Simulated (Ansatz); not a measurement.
Input

```
crystal:
  periodic: [false, false, false]
  atoms:
    - {symbol: C, position_ang: [-1.557698, -0.119295, 0.448704]}
    - {symbol: C, position_ang: [-0.262669, -0.852843, 0.137297]}
    - {symbol: C, position_ang: [0.737080, -0.702039, 1.273046]}
    - {symbol: C, position_ang: [0.326509, -0.414034, -1.195296]}
    - {symbol: In, position_ang: [0.846976, 1.663234, -1.206044]}
    - {symbol: F, position_ang: [0.627482, 2.884292, 0.301770]}
    - {symbol: F, position_ang: [1.605515, 2.722599, -2.650699]}
    - {symbol: H, position_ang: [-1.368312, 0.948366, 0.615760]}
    - {symbol: H, position_ang: [-2.281172, -0.217268, -0.364890]}
    - {symbol: H, position_ang: [-2.021803, -0.507915, 1.357900]}
    - {symbol: H, position_ang: [-0.496637, -1.922088, 0.033333]}
    - {symbol: H, position_ang: [0.962263, 0.355958, 1.455136]}
    - {symbol: H, position_ang: [0.337909, -1.108921, 2.204800]}
    - {symbol: H, position_ang: [1.674431, -1.220745, 1.055697]}
    - {symbol: H, position_ang: [1.242542, -0.956019, -1.442856]}
    - {symbol: H, position_ang: [-0.372408, -0.553282, -2.023657]}
basis:
  gaussian: {orbitals: def2-TZVPP}
hamiltonian: {xc: pbe0, dispersion: d4}
output: {orbitals: {seedname: orbitals}}
```

Launched as:

```sh
ansatz run in.yaml --threads 4 --pin off --events-out ev --progress --plain --max-ram 11315MiB
```

Geometry: PBE0-D4/def2-TZVP; core potentials replace the inner electrons of In.

All numbers below come from RKS PBE0-D4/def2-TZVPP (Ansatz 0.2.0).

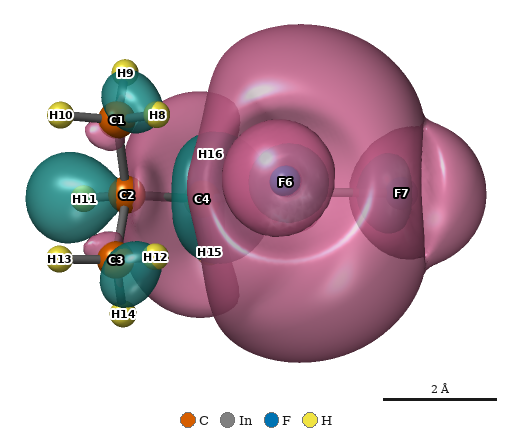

C$_{4}$H$_{9}$F$_{2}$In (SMILES CC(C)[CH2][In]([F])[F]). The LUMO at ±0.04 Å⁻³ᐟ² (teal and pink are the two phases), seen across its widest extent.

What is the character of this orbital?

Its weight (Hirshfeld) is mainly on In5 (about 55 %), C4 (about 15 %), F7 (about 10 %) and F6 (about 10 %). Its energy is −1.49 eV.
